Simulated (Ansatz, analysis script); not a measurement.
## Magnetovolume effects in FePt (Tetraferroplatinum)

How do the moments of FePt (Tetraferroplatinum) answer to compression and expansion?

Method: PBE, PAW set soft_1, in Ansatz 0.2.0.

### Step 1. Starting point

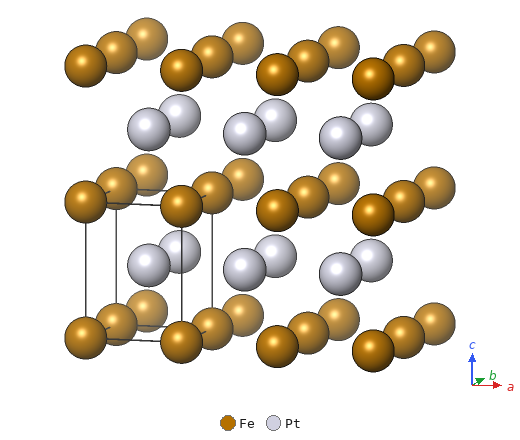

Start, viewed slightly off an axis; iron orange, platinum light grey. 3×2×2 cells are drawn. Some periodic images of atoms are drawn too.

### Step 2. The collinear state

First a free collinear run, to see which state the typed moments lead to.

Contents of input.yaml:

```yaml
crystal:
  lattice:
    - [2.7235, 0.0, 0.0]
    - [0.0, 2.7235, 0.0]
    - [0.0, 0.0, 3.72]
  atoms:
    - { symbol: Fe, position: [0.0, 0.0, 0.0], spin: 2.8 }
    - { symbol: Pt, position: [0.5, 0.5, 0.5] }
magnetization:
  spin_polarized: true
kpoints:
  mp_grid: { grid: [12, 12, 9] }
hamiltonian:
  xc: pbe
  pseudopotentials: { kind: paw, azcp: { folder: soft_1 } }
scf:
  occupations: { method: fermi_dirac, width: 0.05 }
  max_iter: 120
  convergence: { dr2_threshold: 1.0e-08 }
  lower_state_search: "off"
```

Launch:

```console
> ansatz run input.yaml --threads 2 --pin off --max-ram 5120MiB --backend cpu --events-out ev --progress --plain --runs-dir out
```

Numbers of over 12 decimals in the logs are rounded to 6 here.

Output:

```text
Engine: ansatz 0.2.0, aarch64-unknown-linux-gnu
Pseudopotentials: kind: paw
Pseudopotential: Fe, paw, valence charge 16, recommended cutoff 420 eV (normal), soft_1/Fe.paw.azcp
Pseudopotential: Pt, paw, valence charge 18, recommended cutoff 420 eV (normal), soft_1/Pt.paw.azcp
Functional definition: PBE
  parameter kappa = 0.804
  parameter beta = 0.066725
  exchange = pbe_x(kappa = kappa, mu = beta*pi^2/3)
  correlation = pbe_c(beta = beta)
Crystal: 2 atoms, lattice volume = 27.593 Å³
Basis set: ecut = 420 eV, 545 PW (Γ)
Bands: 23, of which v1, the nominal top of the filled ones, is band 17 counted from 1 (16 counted from 0)
Symmetry: 16 space group operations
Space group: P4/mmm (ITA 123), of the structure as read, at distance tolerance 3.0e-5 Å
Magnetic group: BNS 123.339 (UNI 999), of the structure as read, at distance tolerance 3.0e-5 Å
k-points: 140 of 1296
Non-local potential: Fe, projectors of the file, l = 0: 3, l = 1: 2, l = 2: 3, l = 3: 1
Non-local potential: Pt, projectors of the file, l = 0: 3, l = 1: 2, l = 2: 2, l = 3: 1
PAW form: soft (Blöchl's): semilocal exchange-correlation on the pseudo side does not see the compensation charge
PAW one-centre angular grid: Fe, 590 points (default); XC on 64 Gauss nodes
PAW one-centre angular grid: Pt, 590 points (default); XC on 64 Gauss nodes
Initial density: superposition of atomic densities (chi_scale 0.1, normalization cell)
Starting moments: Σ|m| = 2.8 μB on 1 of 2 sites
Initial wavefunctions: pseudopotential atomic-orbital guess
Functional: x = pbe(κ = 0.804, μ = 0.219515), c = pbe(β = 0.066725)
SCF iter   1: F=—  HF=-17007.922514 eV  |F-HF|=—  |Δ(HF+E_count)|=         —  Δρ=2.14e-1 (↑9.14e-2 ↓2.14e-1)  dr2=3.51e1  dr2_m=1.81e0  M=1.594 μB ∫|m|=1.665 μB  β_m=0.30  ethr=3.10e-3  ⟨swp⟩=4.3  Hψ=23921  notcnv=0
preconditioner: auto → none  [metal: Δε(μ)=0.004 eV  Ē_g=9.385 eV  σ=0.050 eV  W_gap=0.02  n_scr=6 (ndim 8)  ℏωp=30.0 eV  f_vac=0.000  D(μ)=2.98/eV (n_scr^D=36)  sad-step TF]
SCF iter   2: F=—  HF=-17006.499953 eV  |F-HF|=—  |Δ(HF+E_count)|=    1.42e0  Δρ=1.14e-1 (↑7.40e-2 ↓1.14e-1)  dr2=7.13e0  dr2_m=2.18e-1  M=2.982 μB ∫|m|=3.013 μB  β_m=1.00  ethr=3.10e-3  ⟨swp⟩=3.0  Hψ=15814  notcnv=0  defer=104
SCF iter   3: F=—  HF=-17005.480495 eV  |F-HF|=—  |Δ(HF+E_count)|=    1.02e0  Δρ=3.95e-2 (↑1.58e-2 ↓3.95e-2)  dr2=3.15e-1  dr2_m=1.25e-1  M=3.192 μB ∫|m|=3.286 μB  β_m=1.00  ethr=3.10e-3  ⟨swp⟩=2.8  Hψ=14763  notcnv=0  defer=163
SCF iter   4: F=—  HF=-17005.476622 eV  |F-HF|=—  |Δ(HF+E_count)|=   3.87e-3  Δρ=1.14e-2 (↑8.59e-3 ↓1.14e-2)  dr2=4.71e-2  dr2_m=4.60e-3  M=3.213 μB ∫|m|=3.341 μB  β_m=1.00  ethr=9.27e-4  ⟨swp⟩=2.0  Hψ=9736  notcnv=0  defer=164
SCF iter   5: F=—  HF=-17005.555846 eV  |F-HF|=—  |Δ(HF+E_count)|=   7.92e-2  Δρ=2.72e-3 (↑1.89e-3 ↓2.72e-3)  dr2=1.67e-3  dr2_m=7.69e-4  M=3.220 μB ∫|m|=3.364 μB  β_m=0.30  ethr=1.39e-4  ⟨swp⟩=2.5  Hψ=10529  notcnv=0  defer=166
Mixer restart at iter 5: flushing history
spin-set hold released at iteration 5 (site moments contracting): the magnetisation degrees of freedom join the quasi-Newton model from the next iteration; the mixer history was flushed
SCF iter   6: F=—  HF=-17005.602553 eV  |F-HF|=—  |Δ(HF+E_count)|=   4.67e-2  Δρ=3.92e-3 (↑2.57e-3 ↓3.92e-3)  dr2=1.94e-3  dr2_m=2.39e-3  M=3.241 μB ∫|m|=3.390 μB  β_m=0.64  ethr=4.92e-6  ⟨swp⟩=2.0  Hψ=11410  notcnv=0  defer=166
SCF iter   7: F=—  HF=-17005.697901 eV  |F-HF|=—  |Δ(HF+E_count)|=   9.53e-2  Δρ=2.26e-2 (↑1.29e-2 ↓2.26e-2)  dr2=4.63e-1  dr2_m=7.71e-3  M=3.190 μB ∫|m|=3.365 μB  β_m=0.39  ethr=4.92e-6  ⟨swp⟩=2.9  Hψ=14151  notcnv=0  defer=166  recentre
SCF iter   8: F=—  HF=-17005.653488 eV  |F-HF|=—  |Δ(HF+E_count)|=   4.44e-2  Δρ=6.61e-3 (↑2.31e-3 ↓6.61e-3)  dr2=8.74e-3  dr2_m=4.55e-3  M=3.299 μB ∫|m|=3.464 μB  β_m=0.46  ethr=4.92e-6  ⟨swp⟩=2.1  Hψ=14937  notcnv=0  defer=171
SCF iter   9: F=—  HF=-17005.653280 eV  |F-HF|=—  |Δ(HF+E_count)|=   2.08e-4  Δρ=1.72e-3 (↑1.65e-3 ↓1.72e-3)  dr2=5.24e-4  dr2_m=6.51e-4  M=3.294 μB ∫|m|=3.464 μB  β_m=0.47  ethr=4.92e-6  ⟨swp⟩=2.1  Hψ=9818  notcnv=0  defer=171
SCF iter  10: F=—  HF=-17005.653342 eV  |F-HF|=—  |Δ(HF+E_count)|=   6.16e-5  Δρ=2.54e-4 (↑8.45e-5 ↓2.54e-4)  dr2=1.67e-5  dr2_m=5.55e-6  M=3.294 μB ∫|m|=3.466 μB  β_m=0.52  ethr=1.54e-6  ⟨swp⟩=2.1  Hψ=8678  notcnv=0  defer=171
SCF iter  11: F=—  HF=-17005.653343 eV  |F-HF|=—  |Δ(HF+E_count)|=   1.32e-6  Δρ=6.03e-5 (↑3.58e-5 ↓6.03e-5)  dr2=1.25e-6  dr2_m=3.83e-7  M=3.294 μB ∫|m|=3.466 μB  β_m=0.64  ethr=4.91e-8  ⟨swp⟩=2.1  Hψ=10503  notcnv=0  defer=171
SCF iter  12: F=—  HF=-17005.653346 eV  |F-HF|=—  |Δ(HF+E_count)|=   2.67e-6  Δρ=2.06e-5 (↑9.83e-6 ↓2.06e-5)  dr2=1.02e-7  dr2_m=4.22e-8  M=3.294 μB ∫|m|=3.466 μB  β_m=0.71  ethr=3.68e-9  ⟨swp⟩=1.1  Hψ=6669  notcnv=0  defer=171
iter 13 met the thresholds in force, and the SCF goes on: an eigenvalue changes by 0.44 meV, over its tolerance of 0.16 meV (output.eigenvalues, Limitations)
SCF iter  13: F=-17005.653346 eV  HF=-17005.653346 eV  |F-HF|=3.14e-9  |Δ(HF+E_count)|=   4.80e-8  Δρ=4.48e-6 (↑2.64e-6 ↓4.48e-6)  dr2=6.70e-9  dr2_m=1.94e-9  M=3.294 μB ∫|m|=3.466 μB  β_m=0.81  ethr=2.94e-11  ⟨swp⟩=1.7  Hψ=18101  notcnv=0
SCF iter  14: F=-17005.653346 eV  HF=-17005.653346 eV  |F-HF|=5.97e-10  |Δ(HF+E_count)|=   3.32e-9  Δρ=1.36e-6 (↑6.36e-7 ↓1.36e-6)  dr2=7.36e-10  dr2_m=1.28e-10  M=3.294 μB ∫|m|=3.466 μB  ethr=1.97e-11  ⟨swp⟩=1.0  Hψ=16081  notcnv=0
SCF 1 converged in 14 iterations: F = -17005.653346 eV  dr2 = 7.36e-10
  greatest PAW one-centre occupation: 1.001 electrons in one spin orbital (limit 2), on the Fe atom at site 0 (counted from 0), in its partial waves of l = 1
SCF converged after 14 iterations
an eigenvalue changed by more than its tolerance at an iteration that met the thresholds in force, so the SCF went on 1 time: the last check found none over its tolerance
Magnetization: 3.2938 μB (18.6469 up, 15.3531 down)
Absolute magnetization: 3.4673 μB (∫|ρ↑−ρ↓|, with the PAW one-centre terms)
Spin contamination: 0.0879 ħ² per cell (⟨S²⟩ above its minimum at these occupations)
Per-site moments (μB) at R_I (Å): [(2.963749, 1.104416), (0.393583, 1.104416)]
Free energy (F): -17005.653346 eV
Harris-Foulkes:  -17005.653346 eV  (|F-HF|=5.97e-10)
Internal energy: -17005.641396 eV  (E = F + TS)
E sigma→0 (E₀):  -17005.647371 eV
Entropy (-TS):   -0.011951 eV (-5.975 meV/atom)
Fermi energy:    20.505579 eV
--- Per-component energies (eV) ---
  E_band       = -369.188480
  E_kinetic    = 923.896777
  E_local      = -3659.516695  (includes V_loc(G=0)·N_el)
  E_nonlocal   = 495.522242
  E_hartree    = 1463.892036
  E_xc         = -342.478190
  E_vxc        = -412.844364  (∫ρ·V_xc dr)
  E_paw        = -10866.783220  (= ΣΔE_a)
  E_vpaw       = -644.029771  (= ΣTr[D̂ρ^β])
  E_aug_tail   = 0.000095  (compensation charges beyond the density's cutoff)
  E_ewald      = -5020.174440
  E_smearing   = -0.011951  (= −TS)
  E_closure    = 0.000000  (closes the sum)
  Σ components = -17005.653346   (vs F -17005.653346, Δ=0.00e0)
```

Elapsed: 7.2 s, on 2 threads of Arm Neoverse V2, shared host; peak memory 0.38 GiB; 13 s of CPU time.

Reading the cycles: dr2 is the Hartree energy of the density residual (eV), the measure of convergence; HF is the Harris–Foulkes estimate of the energy, which meets the free energy F at convergence.

Spin moment in the atom's sphere by atom:

```
atom  spin moment in the atom's sphere (μB)
 Fe1                                   2.96
 Pt2                                   0.39
```

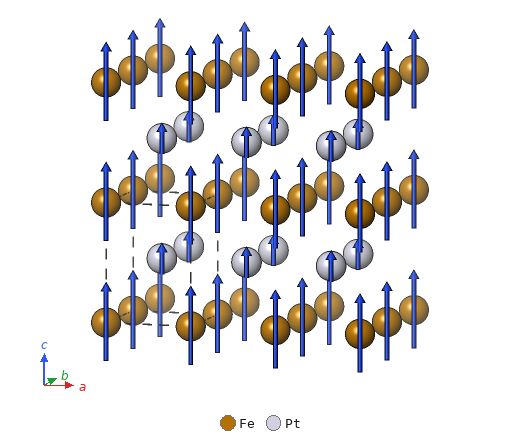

Spin moment in the atom's sphere as arrows, the longest 2.96 μB. Up and down stand for the sign. Arrows give size and sign along the axis of quantisation, drawn up and down the page. Each arrow also spans its atom, so small moments look longer than they are. 3×2×2 cells are drawn. Some periodic images of atoms are drawn too.

Tables count atoms from 1; parts of the log count from 0.

The run ends ferromagnetic, with a net moment of 3.29 μB a cell. With one Fe atom carrying the moment, parallel order of its images is forced by the cell, not found.

### Step 3. The same state on a denser mesh

Levels at the Fermi energy are partly filled, so moments and energy differences can hang on the k-mesh, and the state is solved again on a denser one.

input.yaml, the sections that differ from step 2:

```yaml
crystal:
  lattice:
    - [2.7235, 0.0, 0.0]
    - [0.0, 2.7235, 0.0]
    - [0.0, 0.0, 3.72]
  atoms:
    - { symbol: Fe, position: [0.0, 0.0, 0.0], spin: 2.96 }
    - { symbol: Pt, position: [0.5, 0.5, 0.5] }
kpoints:
  mp_grid: { grid: [14, 14, 10] }
basis:
  ecutwfc: 420.0
checkpoint:
  read: start
  write: ck
  compress: false
  write_wavefunctions: false
  write_every: 100000
# magnetization, hamiltonian, scf: as in step 2
```

Output:

```text
[...]
SCF converged after 7 iterations
Magnetization: 3.2833 μB (18.6417 up, 15.3583 down)
Absolute magnetization: 3.4566 μB (∫|ρ↑−ρ↓|, with the PAW one-centre terms)
[...]
Per-site moments (μB) at R_I (Å): [(2.959893, 1.104416), (0.386871, 1.104416)]
Free energy (F): -17005.654296 eV
[...]
Internal energy: -17005.643753 eV  (E = F + TS)
E sigma→0 (E₀):  -17005.649024 eV
Entropy (-TS):   -0.010543 eV (-5.271 meV/atom)
Fermi energy:    20.512991 eV
[...]
```

The job ended after 5.2 s (2 threads; peak memory 0.43 GiB).

Spin moment in the atom's sphere by atom:

```
atom  spin moment in the atom's sphere (μB)
 Fe1                                   2.96
 Pt2                                   0.39
```

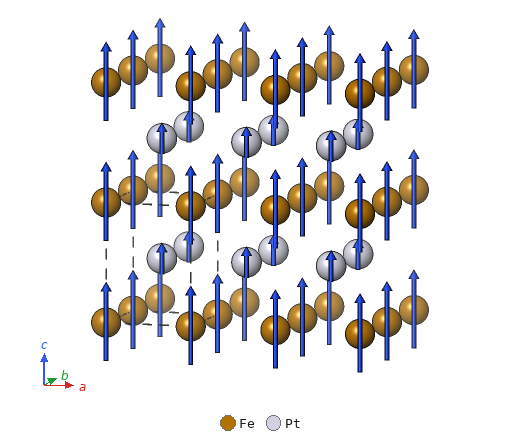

Spin moment in the atom's sphere as arrows, the longest 2.96 μB. Up and down stand for the sign. Arrows give size and sign along the axis of quantisation, drawn up and down the page. Each arrow also spans its atom, so small moments look longer than they are. 3×2×2 cells are drawn. Some periodic images of atoms are drawn too.

The run ends ferromagnetic, with a net moment of 3.28 μB a cell, against 3.29 μB on the first mesh.

The cell's volume is scaled by the factor named; fractional positions stay, and energies count from the lowest run.

### Step 4. Factor 0.82, typed moments

Three starts at each size show whether high-spin, low-spin and non-magnetic states coexist. One mesh, built for the smallest cell, and one cutoff serve all sizes, so that energies can be subtracted.

input.yaml, the sections that differ from step 3:

```yaml
crystal:
  lattice:
    - [2.54916921, 0.0, 0.0]
    - [0.0, 2.54916921, 0.0]
    - [0.0, 0.0, 3.4818834]
  atoms:
    - { symbol: Fe, position: [0.0, 0.0, 0.0], spin: 2.8 }
    - { symbol: Pt, position: [0.5, 0.5, 0.5] }
kpoints:
  mp_grid: { grid: [15, 15, 11] }
output:
  stress: true
# magnetization, hamiltonian, scf, basis: as in step 3
# checkpoint: removed
```

Launch:

```console
> ansatz run input.yaml --threads 1 --pin off --max-ram 2560MiB --backend cpu --events-out ev --progress --plain --runs-dir out
```

Output:

```text
Warning: output.stress: scf.convergence.dr2_threshold = 1e-8 eV is looser than the 2e-10 eV advised for a printed stress (1e-10 eV for each atom of the cell: 2). What an SCF threshold leaves in a stress goes as its square root, and in the free energy as the threshold itself, and one threshold admits the most on a small cell: [figures from the program's tests cut] Set scf.convergence.dr2_threshold to 2e-10 eV or tighter. The threshold is an SCF's pass mark: one that does not reach it within its budget of iterations ends unconverged, or closes short of it on a stop that the run arms, and scf.convergence.dr2_threshold's page says what that costs each kind of run
[...]
Crystal: 2 atoms, lattice volume = 22.626 Å³
Basis set: ecut = 420 eV, 447 PW (Γ)
Bands: 23, of which v1, the nominal top of the filled ones, is band 17 counted from 1 (16 counted from 0)
Symmetry: 16 space group operations
[...]
k-points: 216 of 2475
[...]
Starting moments: Σ|m| = 2.8 μB on 1 of 2 sites
[...]
SCF iter   1: F=—  HF=-17007.435152 eV  |F-HF|=—  |Δ(HF+E_count)|=         —  Δρ=2.43e-1 (↑9.89e-2 ↓2.43e-1)  dr2=3.06e1  dr2_m=2.50e0  M=1.337 μB ∫|m|=1.407 μB  β_m=0.30  ethr=3.10e-3  ⟨swp⟩=4.7  Hψ=38344  notcnv=0
[...]
SCF iter  20: F=-17004.654282 eV  HF=-17004.654282 eV  |F-HF|=2.55e-11  |Δ(HF+E_count)|=   1.18e-8  Δρ=2.96e-7 (↑2.12e-7 ↓2.96e-7)  dr2=4.92e-11  dr2_m=9.16e-13  M=2.806 μB ∫|m|=2.911 μB  ethr=5.61e-12  ⟨swp⟩=2.0  Hψ=30329  notcnv=0
SCF 1 converged in 20 iterations: F = -17004.654282 eV  dr2 = 4.92e-11
[...]
SCF converged after 20 iterations
[...]
Magnetization: 2.8061 μB (18.4031 up, 15.5969 down)
Absolute magnetization: 2.9119 μB (∫|ρ↑−ρ↓|, with the PAW one-centre terms)
[...]
Per-site moments (μB) at R_I (Å): [(2.470188, 1.033723), (0.360023, 1.033723)]
Free energy (F): -17004.654282 eV
[...]
Internal energy: -17004.639395 eV  (E = F + TS)
E sigma→0 (E₀):  -17004.646839 eV
Entropy (-TS):   -0.014887 eV (-7.444 meV/atom)
Fermi energy:    26.162191 eV
[...]
--- Stress (GPa, compression-positive) ---
       72.389793       0.000000       0.000000
        0.000000      72.389793       0.000000
        0.000000       0.000000      72.824718
  P = ⅓ Tr σ = 72.5348 GPa (725.348 kbar)
```

It took 25 s on 1 thread; peak memory 0.42 GiB.

It ends ferromagnetic, with 2.47 μB on the largest site.

### Step 5. Factor 0.82, starting moments cut to 30 %

The density is converged from the given moments; the state reached depends on that start.

Changes to input.yaml since step 4:

```diff
@@ -6,3 +6,3 @@
   atoms:
-    - { symbol: Fe, position: [0.0, 0.0, 0.0], spin: 2.8 }
+    - { symbol: Fe, position: [0.0, 0.0, 0.0], spin: 0.84 }
     - { symbol: Pt, position: [0.5, 0.5, 0.5] }
```

Output:

```text
[...]
Crystal: 2 atoms, lattice volume = 22.626 Å³
Basis set: ecut = 420 eV, 447 PW (Γ)
Bands: 22, of which v1, the nominal top of the filled ones, is band 17 counted from 1 (16 counted from 0)
Symmetry: 16 space group operations
[...]
k-points: 216 of 2475
[...]
Internal energy: -17004.639394 eV  (E = F + TS)
E sigma→0 (E₀):  -17004.646838 eV
Entropy (-TS):   -0.014888 eV (-7.444 meV/atom)
Fermi energy:    26.162191 eV
[...]
--- Stress (GPa, compression-positive) ---
       72.389037       0.000000       0.000000
        0.000000      72.389037       0.000000
        0.000000       0.000000      72.824151
  P = ⅓ Tr σ = 72.5341 GPa (725.341 kbar)
[key lines of the parts left out:]
SCF converged after 43 iterations
Magnetization: 2.8061 μB (18.4030 up, 15.5970 down)
Free energy (F): -17004.654282 eV
```

It took 45 s on 1 thread; peak memory 0.41 GiB.

It ends ferromagnetic, with 2.47 μB on the largest site.

[end of part 1 of 2]

[Logs and program files are shortened in this print: banners, set-up blocks, solver, clock and traceback lines can be left out without a mark of their own.]

[Logs are printed without paths, hosts, clocks, repeated set-up lines and the standing remarks that a program may print on its own settings, such as how far it seeks lower states.]

[Hosts, paths, dates, database ids (printed as entryN), source tags and the programs' standing remarks are cut or masked in the printed files.]

[Where the input sets lower_state_search to off, the program did not look for lower states, so one may exist.]
